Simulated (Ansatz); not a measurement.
# doublet [BGeNH6]+ at 3 levels

We compute a comparison of 3 runs (UHF/6-31G*, U-wB97M-V/6-31G*, RPA@PBE/6-31G*) of doublet [BGeNH6]+. 

Program for the calculation: Ansatz 0.2.0.

69 further runs of the same task are left out: 69 set aside as unsound or not needed.

## Step 1: The system as given

[BGeNH6]+: 9 atoms, total charge +1, spin state doublet. SMILES of the parent species: `B[NH][GeH3]`. Geometry: relaxed at PBE0-D4/def2-TZVP. That shape belongs to the parent species and isn't relaxed for this state.

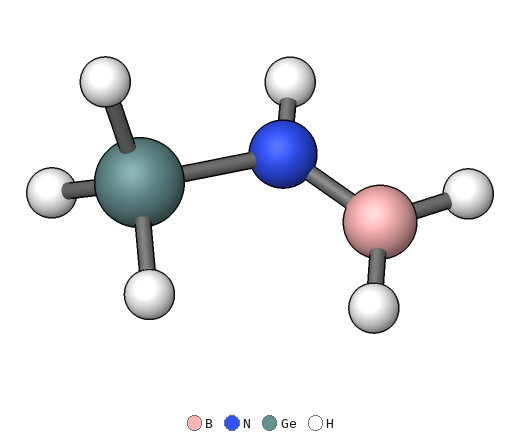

The structure, seen from a chosen angle (boron pink, nitrogen blue, germanium teal, hydrogen white).

## Step 2: A single-point energy at UHF/6-31G(d) (spherical functions) (run 1)

run.yaml

```yaml
crystal:
  periodic: [false, false, false]
  atoms:
    - symbol: B
      position_ang: [-0.874000, 0.629500, -1.162900]
    - symbol: N
      position_ang: [-0.023300, 0.687100, -0.062700]
    - symbol: Ge
      position_ang: [0.665200, -0.761400, 0.866600]
    - symbol: H
      position_ang: [-1.217900, -0.440700, -1.581000]
    - symbol: H
      position_ang: [-1.249100, 1.647000, -1.674800]
    - symbol: H
      position_ang: [0.253900, 1.598400, 0.272500]
    - symbol: H
      position_ang: [2.201600, -0.714800, 0.804900]
    - symbol: H
      position_ang: [0.114900, -2.015200, 0.184600]
    - symbol: H
      position_ang: [0.217300, -0.676000, 2.335700]
basis:
  gaussian:
    orbitals: 6-31G_st_-spherical.json
total_charge: 1
magnetization:
  spin_polarized: true
  initial_magnetization: 1
hamiltonian:
  xc: hf
accuracy: high
output:
  orbitals: {seedname: orbitals}
```

The basis set 6-31G* is read from a file made from the Basis Set Exchange's data (not shown).

On the command line:

```
$ ansatz run run.yaml --threads 1 --pin off --max-ram 3480MiB --events-out events.jsonl --progress --plain --runs-dir runs
```

The log of the run:

```text
Warning: RAYON_NUM_THREADS=1 ignored (pool sized by the plan → 1); use --threads N
Functional definition: HF
  name "HF"
  exchange = exact_x
  correlation = 0
1655 factors; integrals over basis functions are off by at most 4.4e-9 eV
mean field evaluation 1: about -58697.9604 eV, gradient 3.4e1 eV
mean field evaluation 2: about -58698.0318 eV, gradient 3.4e1 eV
mean field evaluation 4: about -58703.4130 eV, gradient 3.3e0 eV
mean field evaluation 8: about -58703.7018 eV, gradient 5.1e-1 eV
mean field evaluation 16: about -58703.7155 eV, gradient 5.2e-2 eV
mean field evaluation 32: about -58705.5183 eV, gradient 9.3e-1 eV
mean field evaluation 64: about -58701.0393 eV, gradient 1.1e1 eV
mean field evaluation 96: about -58705.2154 eV, gradient 5.7e0 eV
mean field -58705.54678995 eV, -2157.3890524818 hartree, gradient 3.9e-8 eV, S^2 0.760235; 3 other end points of the search recorded, 0 dependent functions left out
reference -58705.54678995 eV, -2157.3890524818 hartree; 25, 24 occupied and 47, 48 virtual orbitals, 1655 factors
Total energy: -58705.54678995 eV, -2157.3890524818 hartree
```

It took 4.2 s on 1 thread of Arm Neoverse V2, shared host; peak memory 0.28 GiB.

## Step 3: A single-point energy at U-wB97M-V/6-31G(d) (spherical functions) (run 2)

run.yaml, as its differences from that of step 2:

```diff
@@ -22,12 +22,7 @@
 basis:
-  gaussian:
-    orbitals: 6-31G_st_-spherical.json
+  gaussian: {orbitals: 6-31G_st_-spherical.json}
+hamiltonian: {xc: {name: wB97M-V}}
+accuracy: high
+magnetization: {spin_polarized: true, initial_magnetization: 1}
 total_charge: 1
-magnetization:
-  spin_polarized: true
-  initial_magnetization: 1
-hamiltonian:
-  xc: hf
-accuracy: high
-output:
-  orbitals: {seedname: orbitals}
+output: {orbitals: {seedname: orbitals}}
```

The basis set 6-31G* is read from a file made from the Basis Set Exchange's data (not shown).

On the command line:

```
$ ansatz run run.yaml --threads 1 --pin off --max-ram 3480MiB --events-out events.jsonl --progress --plain --runs-dir runs
```

The log of the run:

```text
Warning: RAYON_NUM_THREADS=1 ignored (pool sized by the plan → 1); use --threads N
Functional definition: wB97M-V
  name "wB97M-V"
  parameter omega = 0.3/bohr
  parameter cx = 0.15
  parameter cx01 = 1.007
  parameter cx10 = 0.259
  parameter css00 = 0.443
  parameter css04 = -1.437
  parameter css10 = -4.535
  parameter css20 = -3.390
  parameter css43 = 4.278
  parameter cos00 = 1.000
  parameter cos10 = 1.358
  parameter cos20 = 2.924
  parameter cos21 = -8.812
  parameter cos60 = -1.390
  parameter cos61 = 9.142
  parameter b = 6.0
  parameter c = 0.01
  gx(w, u) = 1 - cx + cx01*u + cx10*w
  gss(w, u) = css00 + css04*u^4 + css10*w + css20*w^2 + css43*w^4*u^3
  gos(w, u) = cos00 + cos10*w + (cos20 + cos21*u)*w^2 + (cos60 + cos61*u)*w^6
  exchange = spin_sum(e_x_unif_sr(omega)*gx(b97_w, b97_u_x)) + cx*exact_x_sr(omega) + exact_x_lr(omega)
  correlation = spin_sum(e_c_pw_mod_same_spin*gss(b97_w, b97_u_same))
      + integral(e_c_pw_mod_opposite_spin*gos(b97_w_opposite, b97_u_opposite)) + vv10(b, c)
1655 factors; integrals over basis functions are off by at most 4.4e-9 eV
337 factors; integrals over basis functions are off by at most 2.4e-9 eV
mean field evaluation 1: about -58749.1348 eV, gradient 4.7e1 eV
mean field evaluation 2: about -58740.6291 eV, gradient 6.2e1 eV
mean field evaluation 4: about -58759.8113 eV, gradient 2.5e0 eV
mean field evaluation 8: about -58760.0642 eV, gradient 4.1e-1 eV
mean field evaluation 16: about -58760.0705 eV, gradient 9.2e-4 eV
mean field evaluation 32: about -58760.0705 eV, gradient 1.4e-6 eV
mean field -58760.07045593 eV, -2159.3927602492 hartree, gradient 9.1e-8 eV, S^2 0.756576; 2 other end points of the search recorded, 0 dependent functions left out
reference -58760.07046077 eV, -2159.3927604272 hartree; 25, 24 occupied and 47, 48 virtual orbitals, 1655 factors
Total energy: -58760.07046077 eV, -2159.3927604272 hartree
```

It took 2.3 min on 1 thread of Arm Neoverse V2, shared host; peak memory 0.94 GiB.

## Step 4: The energy at RPA@PBE/6-31G(d) (spherical functions) (run 3)

run.yaml

```yaml
crystal:
  periodic: [false, false, false]
  atoms:
    - {symbol: B, position_ang: [-0.874000, 0.629500, -1.162900]}
    - {symbol: "N", position_ang: [-0.023300, 0.687100, -0.062700]}
    - {symbol: Ge, position_ang: [0.665200, -0.761400, 0.866600]}
    - {symbol: H, position_ang: [-1.217900, -0.440700, -1.581000]}
    - {symbol: H, position_ang: [-1.249100, 1.647000, -1.674800]}
    - {symbol: H, position_ang: [0.253900, 1.598400, 0.272500]}
    - {symbol: H, position_ang: [2.201600, -0.714800, 0.804900]}
    - {symbol: H, position_ang: [0.114900, -2.015200, 0.184600]}
    - {symbol: H, position_ang: [0.217300, -0.676000, 2.335700]}
basis:
  gaussian:
    orbitals: 6-31G_st_-spherical.json
correlation:
  method: rpa
  frozen_orbitals: {B: 1, Ge: 9, H: 0, "N": 1}
total_charge: 1
accuracy: high
magnetization:
  spin_polarized: true
  initial_magnetization: 1
hamiltonian:
  xc: {name: PBE}
```

The basis set 6-31G* is read from a file made from the Basis Set Exchange's data (not shown).

On the command line:

```
$ ansatz run run.yaml --threads 1 --pin off --max-ram 3480MiB --events-out events.jsonl --progress --plain --runs-dir runs
```

The log of the run:

```text
Warning: RAYON_NUM_THREADS=1 ignored (pool sized by the plan → 1); use --threads N
Functional definition: PBE
  name "PBE"
  parameter kappa = 0.804
  parameter beta = 0.06672455060314922
  exchange = pbe_x(kappa = kappa, mu = beta*pi^2/3)
  correlation = pbe_c(beta = beta)
1655 factors; integrals over basis functions are off by at most 4.4e-9 eV
mean field evaluation 1: about -58733.7036 eV, gradient 6.3e1 eV
mean field evaluation 2: about -58733.6892 eV, gradient 6.3e1 eV
mean field evaluation 4: about -58749.6571 eV, gradient 1.7e1 eV
mean field evaluation 8: about -58750.6554 eV, gradient 1.4e1 eV
mean field evaluation 16: about -58752.9524 eV, gradient 9.4e-3 eV
mean field evaluation 32: about -58752.9518 eV, gradient 6.5e-3 eV
mean field evaluation 64: about -58711.7617 eV, gradient 2.4e1 eV
mean field -58752.95243810 eV, -2159.1311779186 hartree, gradient 1.8e-8 eV, S^2 0.754858; 4 other end points of the search recorded, 0 dependent functions left out
11 core orbitals not correlated: weight in the atoms' cores, before any rotation towards them, 1.000 or more for the frozen orbitals, at most 0.000 for the correlated occupied ones
reference -58703.24861137 eV, -2157.3045959767 hartree; 14, 13 occupied and 47, 48 virtual orbitals, 1655 factors
Total energy: -58724.31282832 eV, -2158.0786916720 hartree
```

Run time: 24 s. Hardware: 1 thread of Arm Neoverse V2, shared host; peak memory 0.38 GiB.

## Step 5: The series

```csv
run,level,frozen core orbitals,energy (Eh),HOMO energy (eV),LUMO energy (eV),⟨S²⟩,wall time
1,UHF/6-31G* (spherical functions),–,-2157.389052,-18.16,-7.33,0.760,4.2 s
2,U-wB97M-V/6-31G* (spherical functions),–,-2159.392760,-16.92,-10.41,0.757,2.3 min
3,RPA@PBE/6-31G* (spherical functions),11,-2158.078692,–,–,0.755,24 s
```

## Step 6: Results

| quantity | value |
| --- | --- |
| run 3: total energy | -2158.07869 Eh |
| run 3: RPA correlation energy (valence) | -774.1 mEh |
| run 3: ⟨S²⟩ of the reference determinant | 0.755 |

All runs together took 2.8 min, the longest 2.3 min.
